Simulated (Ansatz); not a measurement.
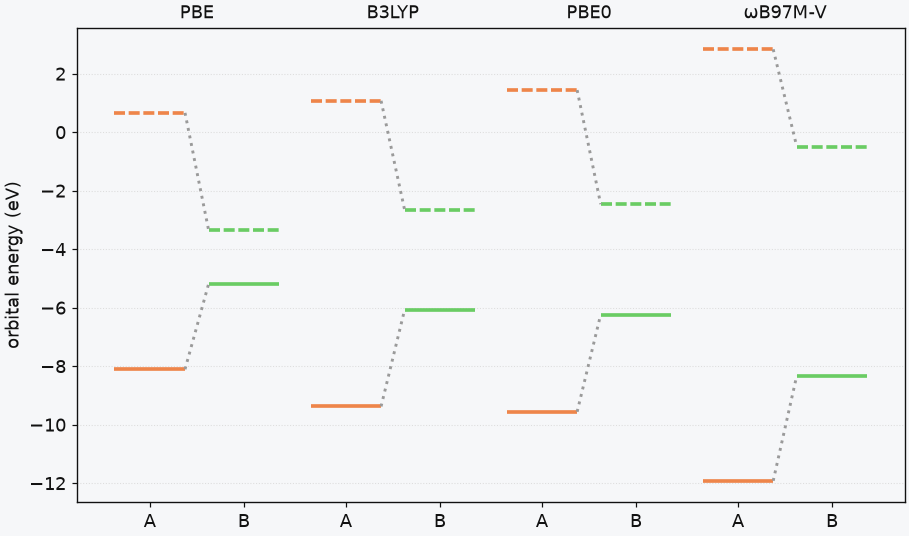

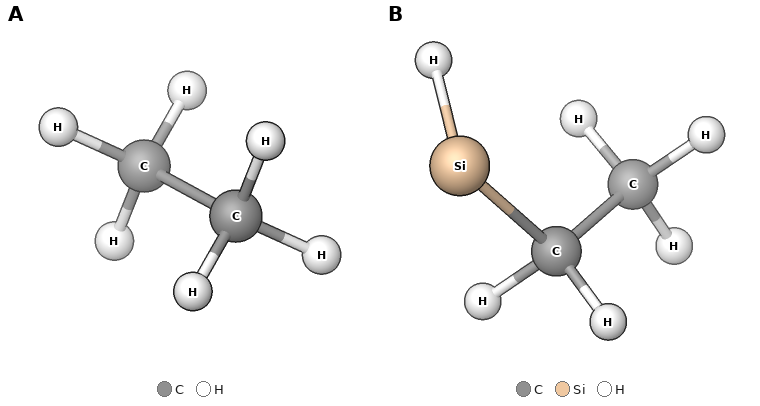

One change: A, C₂H₆ (SMILES CC), becomes B, C₂H₆Si (SMILES CC[SiH]). H on C is replaced by SiH. HOMO (solid) and LUMO (dashed) computed in def2-TZVPP at PBE0-D4/def2-TZVP geometries, both minima by their frequencies, gas phase, the Ansatz code 0.2.0. Empty levels above zero depend strongly on the basis.

Q: What does the change do to HOMO and LUMO?

A: PBE: the HOMO rises by 2.91 eV, the LUMO falls by 4.00 eV, and the separation goes from 8.77 to 1.86 eV. B3LYP: the HOMO rises by 3.30 eV, the LUMO falls by 3.73 eV, and the separation goes from 10.45 to 3.42 eV. PBE0: the HOMO rises by 3.32 eV, the LUMO falls by 3.90 eV, and the separation goes from 11.00 to 3.78 eV. ωB97M-V: the HOMO rises by 3.59 eV, the LUMO falls by 3.32 eV, and the separation goes from 14.75 to 7.84 eV.

Q: Do the functionals agree on the effect?

A: They agree on the direction for both levels; the HOMO shift lies between 2.91 and 3.59 eV and the LUMO shift between −4.00 and −3.32 eV, while the separations themselves differ by up to 6.0 eV between functionals.
